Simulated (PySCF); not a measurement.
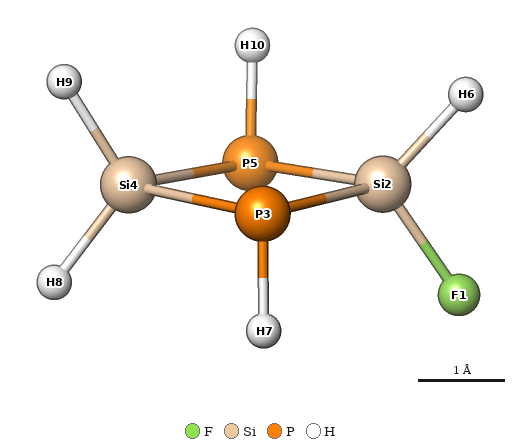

Fig. 1: The structure as given in the input (ball-and-stick view, seen at a tilt; atoms are numbered from 1 in the order of the input). Bond lengths as drawn: F–Si 1.61 Å, H–P 1.38 Å, H–Si 1.45 to 1.46 Å and P–Si 2.26 to 2.28 Å.

## Mending a NMR shielding calculation on Si2P2H5F

System: Si2P2H5F, SMILES F[SiH]1P[SiH2]P1.
Method of run 1: GIAO PBE0/pcSseg-1 NMR shielding, non-relativistic, gas phase (PySCF 2.14.0).

The run did not end well. The geometry comes from this level: GFN2-xTB. Text and figures count atoms from 1; the logs count them from 0 in places.

Input file, run 1:
```
{"job": {"kind": "nmr", "xc": "PBE0", "basis": "pcSseg-1", "pop": true, "scf": {"diis": false, "max_cycle": 57}}, "charge": 0, "multiplicity": 1}
F     -0.608386    -2.551067    -0.654454
Si    -0.168921    -1.401078     0.389289
P     -1.630194     0.333031     0.411819
Si     0.184147     1.482636    -0.333603
P      1.613158    -0.287788    -0.437362
H     -0.042280    -2.104635     1.654094
H     -2.130218     0.062505    -0.849602
H      0.020393     2.067440    -1.663266
H      0.573748     2.481251     0.661092
H      2.197437    -0.077642     0.799465
```

The first line tells a small driver script what to run in PySCF; the rest is the geometry in Å.

Command:
```bash
OMP_NUM_THREADS=1 python <driver script> task.json out
```

Hardware: 1 CPU thread, shared host.

Output, shortened to warnings, some set-up lines, iterations and results (run 1):
```
[...]
cycle   1  E = -1363.9097780073  dE =  3.595e-01  |g| = 5.478e-01  |ddm| = 3.054e+00
cycle   2  E = -1363.8408571459  dE =  6.892e-02  |g| = 8.780e-01  |ddm| = 1.256e+00
cycle   3  E = -1363.7415802466  dE =  9.928e-02  |g| = 1.244e+00  |ddm| = 1.517e+00
cycle   4  E = -1363.0749864102  dE =  6.666e-01  |g| = 2.289e+00  |ddm| = 3.216e+00
cycle   5  E = -1362.7064717144  dE =  3.685e-01  |g| = 3.019e+00  |ddm| = 3.805e+00
[... 47 lines ...]
cycle  53  E = -882.3617213768  dE =  1.792e+02  |g| = 3.106e+01  |ddm| = 4.294e+01
cycle  54  E = -1061.5488925538  dE = -1.792e+02  |g| = 3.213e+01  |ddm| = 4.294e+01
cycle  55  E = -882.3617213768  dE =  1.792e+02  |g| = 3.106e+01  |ddm| = 4.294e+01
cycle  56  E = -1061.5488925538  dE = -1.792e+02  |g| = 3.213e+01  |ddm| = 4.294e+01
cycle  57  E = -882.3617213768  dE =  1.792e+02  |g| = 3.106e+01  |ddm| = 4.294e+01
SCF not converged, last energy = -882.3617213768
```

> What went wrong, and how is the input to be mended?

Some settings of this run were drawn to be unusual or wrong. The run did not converge. At least one of its steps failed, so the values that rest on that step are not results.

A run of the same system that converges differs from this input as follows (lines with − go, lines with + come):
```diff
-"pop": true
-"scf": {"diis": false
-"max_cycle": 57}
```

Output (run 2):
```
coarse grid: 10688 points
cycle   1  E = -1363.8771453155  dE =  3.589e-01  |g| = 5.479e-01  |ddm| = 3.057e+00
cycle   2  E = -1363.8077506937  dE =  6.939e-02  |g| = 8.786e-01  |ddm| = 1.257e+00
cycle   3  E = -1363.9308438858  dE = -1.231e-01  |g| = 5.370e-02  |ddm| = 7.718e-01
cycle   4  E = -1363.9314257283  dE = -5.818e-04  |g| = 2.573e-02  |ddm| = 1.087e-01
cycle   5  E = -1363.9315909263  dE = -1.652e-04  |g| = 3.302e-03  |ddm| = 3.851e-02
cycle   6  E = -1363.9315935286  dE = -2.602e-06  |g| = 1.535e-03  |ddm| = 7.088e-03
final grid: 86168 points
cycle   7  E = -1363.9642236238  dE = -1.810e-05  |g| = 2.818e-03  |ddm| = 2.109e-02
cycle   8  E = -1363.9642237726  dE = -1.488e-07  |g| = 2.675e-03  |ddm| = 7.844e-03
cycle   9  E = -1363.9642256670  dE = -1.894e-06  |g| = 4.248e-04  |ddm| = 4.028e-03
cycle  10  E = -1363.9642256893  dE = -2.229e-08  |g| = 1.426e-04  |ddm| = 3.716e-04
cycle  11  E = -1363.9642256923  dE = -2.998e-09  |g| = 1.820e-05  |ddm| = 1.286e-04
cycle  12  E = -1363.9642256924  dE = -5.980e-11  |g| = 5.725e-06  |ddm| = 3.163e-05
converged SCF energy = -1363.9642256924

GIAO shielding tensors (ppm)
atom      isotropic    diamagn.    paramagn.     s11        s22        s33       span
  0 F      342.031     467.258    -125.227    289.326    354.832    381.934     92.608
  1 Si     318.228     877.142    -558.914    240.483    288.191    426.008    185.525
  2 P      532.506     968.614    -436.108    333.822    596.864    666.831    333.010
  3 Si     426.543     880.459    -453.917    382.987    426.245    470.396     87.409
  4 P      521.799     968.459    -446.660    303.272    594.188    667.938    364.666
  5 H       25.573      28.508      -2.935     21.705     24.349     30.665      8.960
  6 H       28.445      30.688      -2.242     25.416     26.082     33.839      8.423
  7 H       26.994      29.169      -2.175     24.006     24.191     32.784      8.778
  8 H       27.065      29.231      -2.166     24.438     24.518     32.239      7.801
  9 H       28.426      30.506      -2.080     24.705     26.217     34.355      9.650
```

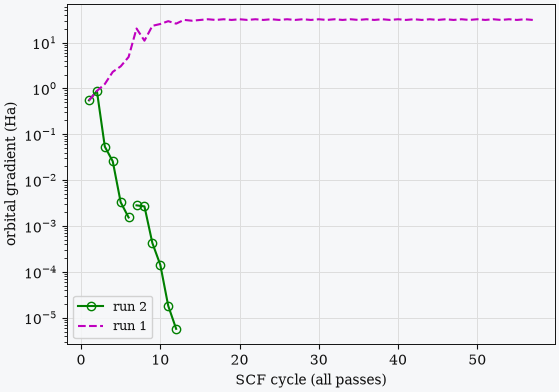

Fig. 2: Convergence of the two runs: orbital gradient against the SCF cycle. A break in a curve parts two SCF passes (coarse and final grid). Run 2 takes 12 cycles in all, and run 1 stops after 57.

The two runs side by side:

```csv
quantity,run 1,run 2
outcome,not converged,converged
total energy (hartree),–,−1363.964226
HOMO (eV),–,−6.97
LUMO (eV),–,−1.11
dipole moment (D),–,1.71
shielding of F1 (ppm),–,342.0
shielding of Si2 (ppm),–,318.2
shielding of P3 (ppm),–,532.5
shielding of Si4 (ppm),–,426.5
shielding of P5 (ppm),–,521.8
shielding of H6 (ppm),–,25.6
shielding of H7 (ppm),–,28.4
SCF iterations,–,12
basis functions,–,138
wall time (shared host),13 s,9.8 s
```
